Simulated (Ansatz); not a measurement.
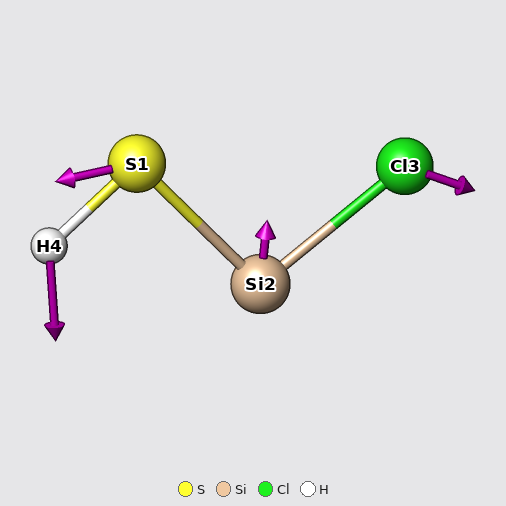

The arrows show one normal mode. Harmonic vibrations computed with RKS PBE0-D4/def2-TZVP (Ansatz 0.2.0) at a stationary point of the same level.

Q: Describe the motion.

A: Mostly Cl–Si–S bending.

Q: At what wavenumber does it lie?

A: 180 cm⁻¹; it is mode 1 of 6 counted from the lowest.
